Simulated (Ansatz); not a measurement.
# Decaying states in the gap of BeSnF6, part 2 of 3

Wanted: the relaxed cell of BeSnF6, its band edges and its decay constants. It is built by putting Be for Ca in the CaSnF6 structure of space group R-3, with the volume rescaled by atomic radii. The parent structure comes from the Materials Project.

Ansatz 0.2.0; LDA DFT, plane waves, PAW files (the session's first sound run).

So far. Step 2 (Cell and atoms at rest): The largest force component on a free atom ends at 0.0012 eV/Å.

The structure was built from a prototype and need not be the compound's stable phase.

### 3. The bulk crystal and its band edges

The energy window and the wavevectors of the next steps follow from the band edges, so these are searched first, off the mesh as well.

The input, input.yaml:

```yaml
crystal:
  lattice:
    - [2.3738601712, 1.3705488089, 4.2488048138]
    - [-2.3738601712, 1.3705488089, 4.2488048138]
    - [0.0, -2.7410976177, 4.2488048138]
  atoms:
    - { symbol: Be, position: [0.0, 0.0, 0.0] }
    - { symbol: Sn, position: [0.5, 0.5, 0.5] }
    - { symbol: F, position: [0.6360015291, 0.2291139448, 0.9012620216] }
    - { symbol: F, position: [0.9012620216, 0.6360015291, 0.2291139448] }
    - { symbol: F, position: [0.7708860552, 0.0987379784, 0.3639984709] }
    - { symbol: F, position: [0.0987379784, 0.3639984709, 0.7708860552] }
    - { symbol: F, position: [0.3639984709, 0.7708860552, 0.0987379784] }
    - { symbol: F, position: [0.2291139448, 0.9012620216, 0.6360015291] }
kpoints:
  mp_grid: { grid: [6, 6, 6] }
  band_path: { path: [VBM, CBM], npoints: 30 }
scf:
  occupations: { method: fixed }
hamiltonian:
  xc: lda
output:
  eigenvalues: true
  write_potential: true
  write_density: true
  volumetric_format: npy
  elf: true
```

On the command line:

```
$ ansatz run input.yaml --threads 2 --pin off --max-ram 4096MiB --backend cpu --events-out ev --progress --plain --runs-dir out
```

Numbers of over 12 decimals in the logs are rounded to 6 here.

What it wrote:

```text
[...]
Crystal: 8 atoms, lattice volume = 82.941 Å³
Basis set: ecut = 420 eV, 1593 PW (Γ)
Bands: 37, of which v1, the nominal top of the filled ones, is band 29 counted from 1 (28 counted from 0)
Symmetry: 6 space group operations
[...]
k-points: 40 of 216
[...]
SCF iter   1: F=—  HF=-10735.139423 eV  |F-HF|=—  |Δ(HF+E_count)|=         —  Δρ=2.14e-2  dr2=2.64e-1  ethr=1.77e-3  ⟨swp⟩=5.1  Hψ=5458  notcnv=0  defer=208
[...]
SCF iter   6: F=-10735.057743 eV  HF=-10735.057743 eV  |F-HF|=2.07e-9  |Δ(HF+E_count)|=   9.46e-7  Δρ=6.88e-6  dr2=5.11e-8  ethr=1.72e-10  ⟨swp⟩=8.7  Hψ=7258  notcnv=0
SCF 1 converged in 6 iterations: F = -10735.057743 eV  dr2 = 5.11e-8
[...]
NSCF: frozen V_eff on 40 k-points
[...]
SCF converged after 6 iterations
Free energy (F): -10735.057743 eV
[...]
Internal energy: -10735.057743 eV  (E = F + TS)
E sigma→0 (E₀):  -10735.057743 eV
Fermi energy:    2.702569 eV
[...]
--- Band table (eV; the first three rows and the last of 40) ---
  k-point 0: bands = [... 25 lower, 2.4755, 2.5085, 2.6416, 2.6416, 7.8080, 13.6075, 14.3180, 14.3180, ... 4 higher]
  k-point 1: bands = [... 25 lower, 2.3694, 2.4707, 2.6250, 2.6865, 8.1399, 13.6495, 13.9676, 14.3230, ... 4 higher]
  k-point 2: bands = [... 25 lower, 2.2447, 2.4638, 2.5706, 2.6367, 8.7361, 13.1781, 14.1507, 14.6463, ... 4 higher]
  k-point 39: bands = [... 25 lower, 2.4914, 2.4914, 2.5448, 2.5448, 9.0325, 12.6507, 15.0888, 15.0888, ... 4 higher]
```

It took 5.9 s on 2 threads of INTEL XEON PLATINUM 8581C at 2.30GHz (Emerald Rapids), shared host; peak memory 0.46 GiB; 11 s of CPU time.

Reading the cycles: dr2 is the Hartree energy of the density residual (eV), the measure of convergence; HF is the Harris–Foulkes estimate of the energy, which meets the free energy F at convergence.

Numbers from this step:

```yaml
fermi_energy: 2.703 eV
gap_on_the_k_mesh: 5.105 eV
gap_on_path: 5.102 eV, by band count; negative where bands overlap
direct_gap_on_path: 5.166 eV
edge_places_on_path: 0, 0.3740 1/A along the path
```

The electronic bands at the labelled points (eV, zero at the Fermi level (highest filled level under fixed occupations); v1 is the highest filled band, c1 the lowest empty one):

```tsv
point	v4	v3	v2	v1	c1
VBM	-0.45	-0.21	-0.11	0.00	5.68
CBM	-0.23	-0.19	-0.06	-0.06	5.11
```

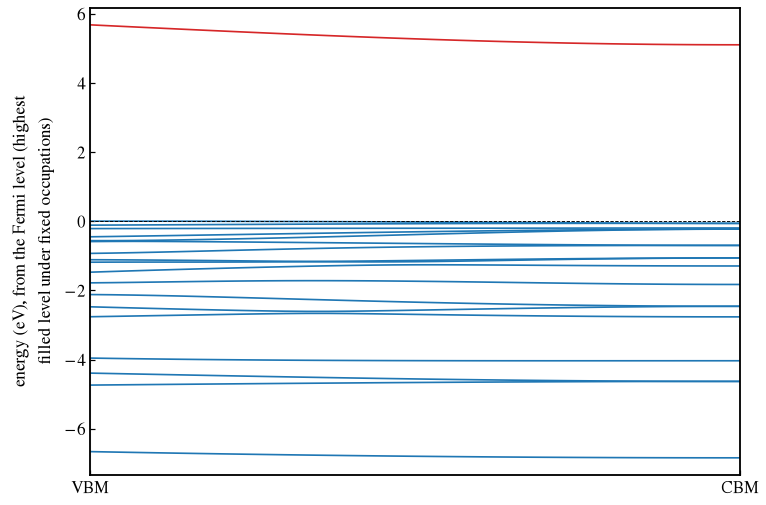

Electronic bands along the path; lines of filled and empty bands in two colours.

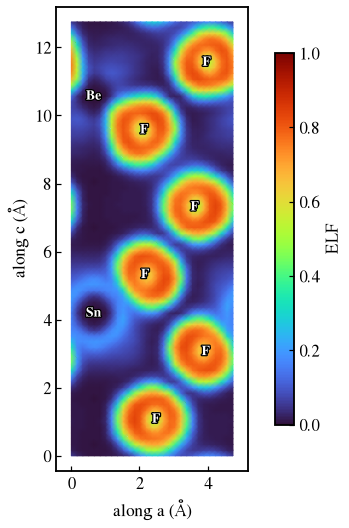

ELF in the ac plane of the conventional cell at fractional y = 0.000, with atoms of Be and Sn and F within 0.2 Å of it. It is the smooth field of the valence electrons, not physical close to the nuclei. The map starts off the cell's origin, so that atoms lie inside it.

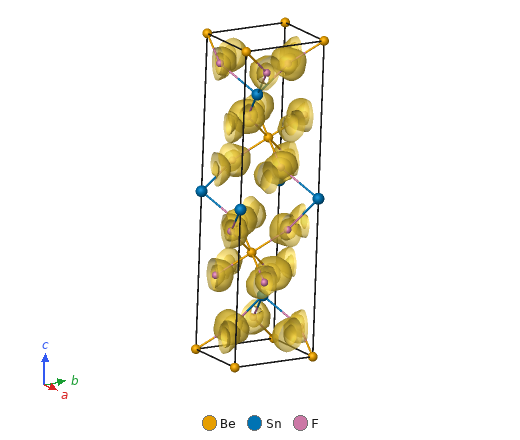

Surface of ELF = 0.76. Bonds to atoms that aren't drawn are left out.

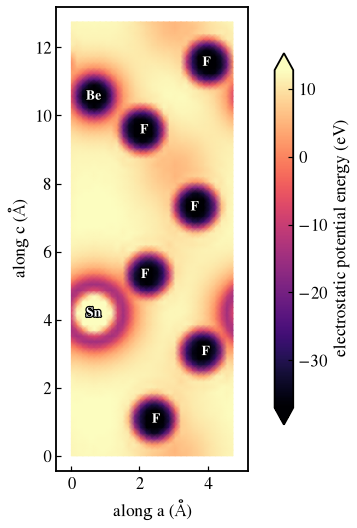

Electrostatic potential energy in the ac plane of the conventional cell at fractional y = 0.000, with atoms of Be and Sn and F within 0.2 Å of it. With pseudopotentials it is smooth inside the atoms' cores, unlike the true potential. The map starts off the cell's origin, so that atoms lie inside it.

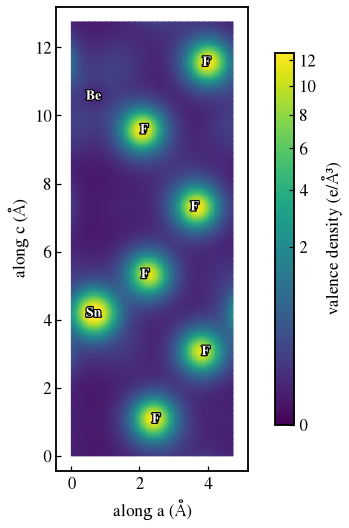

Valence density in the ac plane of the conventional cell at fractional y = 0.000, with atoms of Be and Sn and F within 0.2 Å of it. It is the smooth field of the valence electrons, not physical close to the nuclei. The map starts off the cell's origin, so that atoms lie inside it. The colour scale is stretched toward low values.

The searched edges give 5.10 eV, against 5.11 eV on the mesh.

### 4. Decaying states in the gap, plane (001), k-mesh 8×8×8

This step: LDA DFT, plane waves, PAW files; complex bands by layer matching along the plane's normal (Ansatz 0.2.0).

The same crystal is laid in a cell whose first two vectors span the (001) plane (indices of the standard conventional cell, whose axes can be ordered otherwise than in the bulk input). At fixed energy and wavevector in the plane the solver finds all kz, real and complex. A few wavevectors are listed, (0, 0), (0.1354, -0.1458) and (0.5, 0) in units of the plane's reciprocal vectors; the slowest state needn't be among them.

The input, input.yaml:

```yaml
crystal:
  lattice:
    - [4.747720342, 0.0, 0.0]
    - [2.373860171, 4.111646427, 0.0]
    - [2.373860171, -1.370548809, 4.248804814]
  atoms:
    - { symbol: Be, position: [0.0, 0.0, 0.0] }
    - { symbol: Sn, position: [0.0, 0.5, 0.5] }
    - { symbol: F, position: [0.8651154739, 0.7708860552, 0.2336225045] }
    - { symbol: F, position: [0.5372635507, 0.3639984709, 0.2336225045] }
    - { symbol: F, position: [0.8696240336, 0.9012620216, 0.7663774955] }
    - { symbol: F, position: [0.4627364493, 0.6360015291, 0.7663774955] }
    - { symbol: F, position: [0.1348845261, 0.2291139448, 0.7663774955] }
    - { symbol: F, position: [0.1303759664, 0.0987379784, 0.2336225045] }
kpoints:
  mp_grid: { grid: [8, 8, 8] }
scf:
  occupations: { method: fixed }
hamiltonian:
  xc: lda
output:
  eigenvalues: true
  transmission:
    leads: [[0, 0]]
    kpoints: [[0.0, 0.0], [0.1354, -0.1458], [0.5, 0.0]]
    e_range: [-1.0, 6.1]
    de: 0.18
```

What it wrote:

```text
[...]
Crystal: 8 atoms, lattice volume = 82.941 Å³
Basis set: ecut = 420 eV, 1593 PW (Γ)
Bands: 37, of which v1, the nominal top of the filled ones, is band 29 counted from 1 (28 counted from 0)
Symmetry: 6 space group operations
[...]
k-points: 90 of 512
[...]
SCF iter   1: F=—  HF=-10735.139513 eV  |F-HF|=—  |Δ(HF+E_count)|=         —  Δρ=2.14e-2  dr2=2.64e-1  ethr=1.77e-3  ⟨swp⟩=5.0  Hψ=12307  notcnv=0  defer=461
[...]
SCF iter   6: F=-10735.057755 eV  HF=-10735.057755 eV  |F-HF|=2.54e-9  |Δ(HF+E_count)|=   9.77e-7  Δρ=6.84e-6  dr2=4.36e-8  ethr=1.72e-10  ⟨swp⟩=8.6  Hψ=16149  notcnv=0
SCF 1 converged in 6 iterations: F = -10735.057755 eV  dr2 = 4.36e-8
[...]
transmission: 6 of 18 steps passed
transmission: 12 of 18 steps passed
transmission: 18 of 18 steps passed
SCF converged after 6 iterations
Free energy (F): -10735.057755 eV
[...]
Internal energy: -10735.057755 eV  (E = F + TS)
E sigma→0 (E₀):  -10735.057755 eV
Fermi energy:    2.703870 eV
[...]
--- Band table (eV; the first three rows and the last of 90) ---
  k-point 0: bands = [... 25 lower, 2.4755, 2.5085, 2.6416, 2.6416, 7.8080, 13.6075, 14.3180, 14.3180, ... 4 higher]
  k-point 1: bands = [... 25 lower, 2.4755, 2.4755, 2.6464, 2.6464, 7.9949, 13.4224, 14.4228, 14.4228, ... 4 higher]
  k-point 2: bands = [... 25 lower, 2.4846, 2.4846, 2.6177, 2.6177, 8.4286, 13.0724, 14.6863, 14.6863, ... 4 higher]
  k-point 89: bands = [... 25 lower, 2.3460, 2.4041, 2.5610, 2.5725, 9.2519, 13.3420, 13.8293, 14.4323, ... 4 higher]
--- Transmission ---
  basis      : 163 plane waves across, 6 finite elements along
  points     : 3, as listed
  energies   : 40 from -1.000000 to 6.020000 eV about the Fermi level, 0.180000 eV apart; the leads are filled to 2.552073 eV, and channels, transmission and decay are at 2.600000 eV
  crystal 0  : Be1F6Sn1, at the sites [0, 0], period 4.2488 Å: whole cells are its period
    offset         : up to 0.0000 Å between an atom of the period and one for which it stands
    channels       : 0.000000e0 a spin
    conductance    : none, the energies end too early or step too widely for 300 K: set another output.transmission.e_range or a lower de, or, where they end at an eighth of basis.ecutwfc, a higher one
    slowest decay  : 0.4368 /Å at (0.0000, 0.0000)
```

The job ended after 11 s (2 threads; peak memory 0.57 GiB; 21 s of CPU time).

Numbers from this step:

- free energy: -10735.0578 eV
- Fermi energy: 2.704 eV
- gap on the k-mesh: 5.104 eV
- level to which the leads are filled: 2.552 eV from the Fermi level
- decay constant at the filling level, zone centre: 0.4368 Å⁻¹
- decay constant at the filling level, slowest listed point: 0.4368 Å⁻¹

K parallel (0, 0); values up to 1.5 1/Å, a degenerate pair printed once or twice; energies at which all values exceed this have no row. Table of Im kz of the slowest decaying states by energy, zero at the highest filled level on the SCF mesh:

```tsv
energy (eV)	decay 1 (Å⁻¹)	decay 2 (Å⁻¹)	decay 3 (Å⁻¹)	decay 4 (Å⁻¹)
-1.000	0.0840	0.418	1.39	1.47
-0.460	0.325	0.644	0.671	1.45
0.080	0.204	0.309	0.790	0.882
0.440	0.294	0.457	0.845	1.15
0.980	0.370	0.569	0.907	1.35
1.520	0.412	0.644	0.954	1.36
2.060	0.433	0.700	0.989	1.34
2.420	0.437	0.731	1.01	1.32
2.960	0.431	0.769	1.03	1.30
3.500	0.406	0.800	1.05	1.27
4.040	0.360	0.825	1.06	1.25
4.580	0.274	0.844	0.844	1.06
4.940	0.162	0.855	1.07	1.21
5.480	0.867	1.07	1.18	-
6.020	0.877	1.07	1.16	-
```

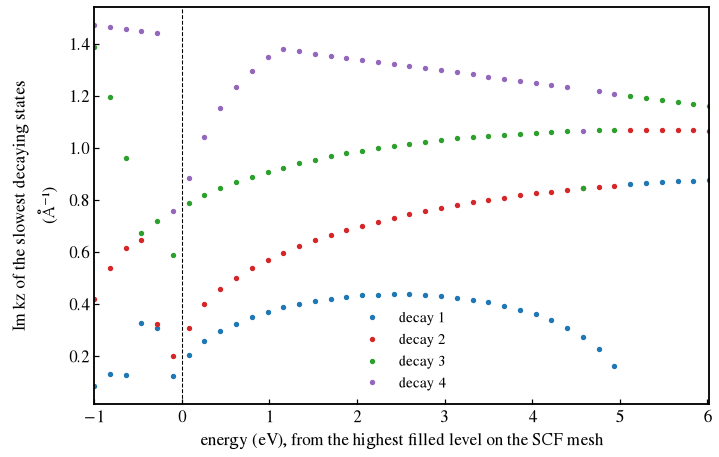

Im kz of the slowest decaying states against energy.

K parallel (0.1354, -0.1458); values up to 1.5 1/Å, a degenerate pair printed once or twice; energies at which all values exceed this have no row. Table of Im kz of the slowest decaying states by energy, zero at the highest filled level on the SCF mesh:

```tsv
energy (eV)	decay 1 (Å⁻¹)	decay 2 (Å⁻¹)	decay 3 (Å⁻¹)	decay 4 (Å⁻¹)
-1.000	0.0362	0.0893	0.158	0.227
-0.460	0.0643	0.171	0.194	0.262
0.080	0.251	0.298	0.317	0.361
0.440	0.385	0.458	0.458	0.475
0.980	0.481	0.555	0.572	0.579
1.520	0.537	0.616	0.648	0.651
2.060	0.566	0.665	0.702	0.704
2.420	0.571	0.697	0.728	0.734
2.960	0.563	0.740	0.760	0.770
3.500	0.541	0.775	0.785	0.798
4.040	0.503	0.804	0.805	0.817
4.580	0.442	0.820	0.827	0.830
4.940	0.381	0.829	0.829	0.846
5.480	0.213	0.829	0.840	0.864
6.020	0.825	0.852	0.873	0.875
```

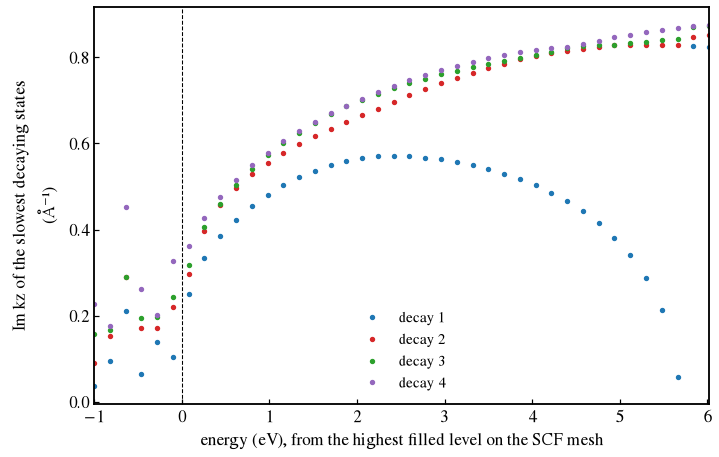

Im kz of the slowest decaying states, plotted against energy.

K parallel (0.5, 0); values up to 1.5 1/Å, a degenerate pair printed once or twice; energies at which all values exceed this have no row. Im kz of the slowest decaying states against energy, zero at the highest filled level on the SCF mesh:

```tsv
energy (eV)	decay 1 (Å⁻¹)	decay 2 (Å⁻¹)	decay 3 (Å⁻¹)	decay 4 (Å⁻¹)
-1.000	0.0501	0.079	0.324	0.559
-0.460	0.00723	0.173	0.270	0.350
0.080	0.303	0.314	0.400	0.424
0.440	0.429	0.502	0.518	0.577
0.980	0.537	0.591	0.616	0.763
1.520	0.608	0.649	0.685	0.882
2.060	0.660	0.689	0.737	0.968
2.420	0.688	0.708	0.764	1.01
2.960	0.723	0.728	0.798	1.07
3.500	0.738	0.753	0.823	1.12
4.040	0.736	0.781	0.840	1.16
4.580	0.719	0.816	0.852	1.19
4.940	0.695	0.847	0.856	1.20
5.480	0.640	0.858	0.898	1.23
6.020	0.376	0.702	0.854	0.948
```

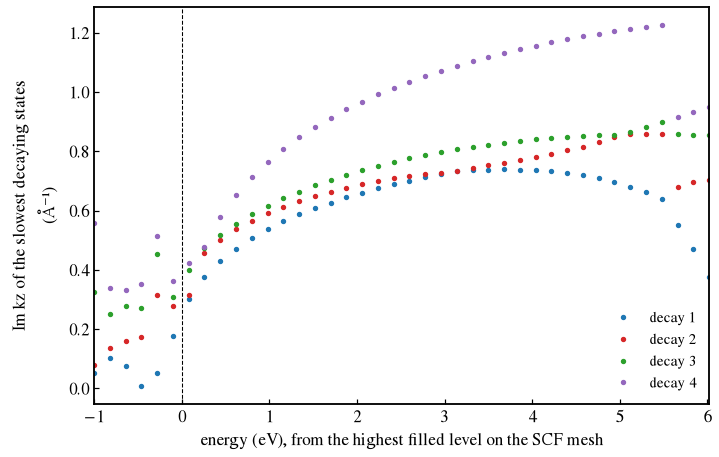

Im kz of the slowest decaying states against energy.

At the listed wavevectors the last open channel is at -0.10 eV and the next at +5.12 eV on the grid. At +2.60 eV, the grid energy nearest the filling level (the middle of the gap on the SCF mesh), the slowest state at the listed wavevectors decays with κ = 0.437 Å⁻¹, its amplitude falling by e over 2.3 Å. Through 1 nm of this crystal that state's transmission falls by exp(−2 × 0.437 Å⁻¹ × 10 Å) = 1.6e-4.

(Part 2 of 3 ends here.)

[Logs are printed without paths, hosts, clocks, repeated set-up lines and the standing remarks that a program may print on its own settings, such as how far it seeks lower states.]

[Hosts, paths, dates, database ids (printed as entryN), source tags and the programs' standing remarks are cut or masked in the printed files.]
